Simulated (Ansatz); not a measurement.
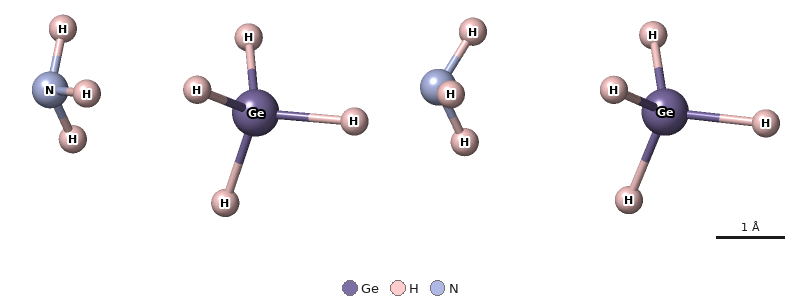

Two geometries of GeNH$_{7}$, drawn at one scale. One is the start of a relaxation, the other its converged end. A ball-and-stick model, seen at a tilt.

Theory: RKS LDA/def2-mTZVP (Ansatz 0.2.0). (no spin polarisation; force threshold 0.03 eV/Å; at most 50 steps)

> Which geometry has the lower energy?

The right one is the relaxed one. The run prepares an end point of a later path (reaction) calculation, from a guessed geometry. After 7 accepted moves (9 points after the start) the energy has fallen by 2.05 kcal/mol. Largest force component: 0.73 eV/Å at the start, 0.0055 eV/Å at the end. The line search rejected the trial steps at points 2, 6 of the run. The forces were under the threshold at step 5, but the run went on from there. The largest move after the best rigid fit is that of an H atom, 0.54 Å. By element the largest moves are H 0.54 Å, N 0.22 Å, Ge 0.15 Å. Some distances before and after: H–N 1.040 → 1.024 Å, Ge–H 1.546 → 1.538 Å. The run took 6.6 s on 1 thread of Intel(R) Xeon(R) 6975P-C (Granite Rapids) (shared host), peak memory 0.14 GiB.
